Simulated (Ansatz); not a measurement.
The calculation's input:

```
crystal:
  periodic: [false, false, false]
  atoms:
    - symbol: "N"
      position_ang: [-0.173500, 1.252200, -0.045000]
    - symbol: Zr
      position_ang: [0.001700, -0.737400, -0.014200]
    - symbol: F
      position_ang: [-1.625400, -1.420300, -0.687300]
    - symbol: Cl
      position_ang: [0.409900, -1.418800, 2.197200]
    - symbol: Cl
      position_ang: [1.843200, -1.347400, -1.340100]
    - symbol: H
      position_ang: [0.532600, 1.912200, 0.254600]
    - symbol: H
      position_ang: [-0.988400, 1.759500, -0.365300]
basis:
  gaussian:
    orbitals: def2-SVP
accuracy: high
hamiltonian:
  xc: hf
output: {forces: true, orbitals: {seedname: orbitals}}
```

Run with:

```sh
ansatz run job.yaml --threads 1 --pin off --max-ram 2610MiB --events-out events.jsonl --progress --plain --runs-dir runs
```

Geometry: PBE0-D4/def2-TZVP; core potentials replace the inner electrons of Zr.

Method: isolated molecule in a Gaussian basis; Hartree-Fock (Ansatz).

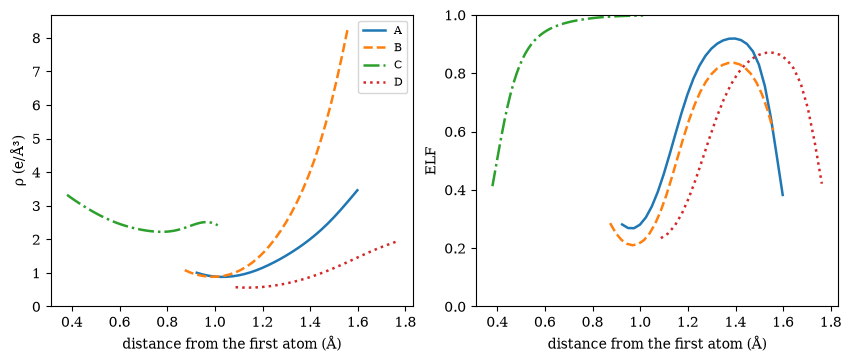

Cl$_{2}$FH$_{2}$NZr (SMILES [NH2][Zr]([F])([Cl])[Cl]). Electron density and electron localisation function along straight lines between neighbouring atoms. The curves leave out the atomic cores.

### Which curve belongs to which contact (N–H, Zr–Cl, Zr–F and Zr–N)? The first atom named is at distance zero.

Curve A: Zr–N (2.00 Å): the density is about 0.89 e/Å³ at the midpoint; the ELF peaks at about 0.90 in the valence shell of N, 0.6 Å from its nucleus, and drops to about 0.25 between the two atoms. Curve B: Zr–F (1.89 Å): ρ is about 0.92 e/Å³ halfway; the ELF peaks at about 0.85 in the valence shell of F, 0.5 Å from its nucleus, and drops to about 0.20 between the two atoms. Curve C: N–H (1.01 Å): ρ at the midpoint is about 2.8 e/Å³; the ELF climbs to about 1 towards the hydrogen, as it does in any bond to H (a covalent bond by its length). Curve D: Zr–Cl (2.35 Å): the density is about 0.57 e/Å³ at the midpoint; the ELF peaks at about 0.85 in the valence shell of Cl, 0.8 Å from its nucleus, and is about 0.30 at the midpoint.
